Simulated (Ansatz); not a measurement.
The starting structures come from a database of crystals and need not be the phases stable at ambient conditions.

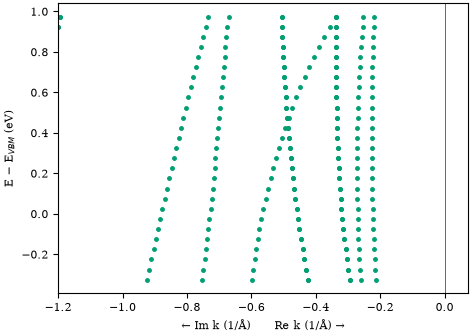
Figure: Complex bands at the centre of the two-dimensional zone; r2SCAN run with Ansatz (a program for electronic structure)

The gap is the functional's own. No spin-orbit coupling. Mid-gap values are interpolated on the energy grid.

**Question.** This is InSe (R3m, not sure to be the ambient phase, 4 atoms a cell, 29.3 Å³ an atom) along the normal of (101). Read off the slowest decay at the centre of the two-dimensional zone at 0.38 eV, the computed energy nearest the middle of the gap.

**Answer.** κ ≈ 0.23 1/Å, a decay length 1/(2κ) of the density of 2.2 Å.
